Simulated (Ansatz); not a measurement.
**CH₈B₂OSi: small, medium and large basis sets**

How large a basis does CH₈B₂OSi need? Two functionals are run in growing sets.

Program: Ansatz 0.2.0, Gaussian basis. Level of theory: one geometry, several basis sets. These are calculated values, not measurements.

Levels to be run: PBE0-D4/def2-SVP; ωB97M-V/def2-SVP; PBE0-D4/def2-QZVPP; ωB97M-V/def2-QZVPP; the functionals' def2-TZVPP values are taken from earlier runs.

## (1) Structure used throughout

The geometry comes from an earlier relaxation with PBE0-D4 in a triple-zeta def2 set; it is a stationary point, not always the lowest conformer.

13 atoms, charge 0, spin multiplicity 1.

Atoms are counted from 1 here; the program's logs count them from 0.

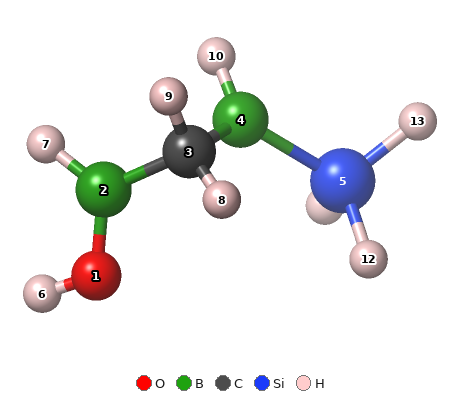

The structure; oxygen red, boron green, carbon dark grey, silicon blue, hydrogen pink; atoms are numbered from 1 in the order of the file.

## (2) PBE0-D4 in def2-SVP

The input, in.yaml:

```yaml
crystal:
  periodic: [false, false, false]
  atoms:
    - {symbol: O, position_ang: [-1.839843, 1.494307, 0.518376]}
    - {symbol: B, position_ang: [-0.502795, 1.566331, 0.716570]}
    - {symbol: C, position_ang: [0.264433, 0.257322, 1.135125]}
    - {symbol: B, position_ang: [0.950545, -0.251725, -0.151758]}
    - {symbol: Si, position_ang: [0.310862, -1.825465, -1.238309]}
    - {symbol: H, position_ang: [-2.232151, 2.334372, 0.268777]}
    - {symbol: H, position_ang: [0.071219, 2.610418, 0.555025]}
    - {symbol: H, position_ang: [-0.425986, -0.450597, 1.597211]}
    - {symbol: H, position_ang: [1.029500, 0.603499, 1.842723]}
    - {symbol: H, position_ang: [1.895952, 0.357319, -0.575755]}
    - {symbol: H, position_ang: [-0.039484, -1.382978, -2.620520]}
    - {symbol: H, position_ang: [-0.873703, -2.522607, -0.663670]}
    - {symbol: H, position_ang: [1.412053, -2.824894, -1.368897]}
basis:
  gaussian: {orbitals: def2-SVP}
hamiltonian: {xc: pbe0, dispersion: d4}
output: {orbitals: {seedname: orbitals}}
```

The run is started by

```
> ansatz run in.yaml --threads 4 --pin off --events-out ev --progress --plain --max-ram 10444MiB
```

Further steps of the session: ωB97M-V in def2-SVP; PBE0-D4 in def2-QZVPP; ωB97M-V in def2-QZVPP.

Q: Predict the results of all the runs planned. Wanted: PBE0-D4: double and triple zeta above quadruple; ωB97M-V: double and triple zeta above quadruple.

**Answer**, as computed:

```
                                       quantity          value
PBE0-D4: double and triple zeta above quadruple  8.38, 0.54 eV
ωB97M-V: double and triple zeta above quadruple  8.62, 0.50 eV
```

PBE0-D4 gains 7.85 eV from double to triple zeta, then 0.54 eV more. These are total energies; as a rule much of such shifts cancels in differences, which this series doesn't test.
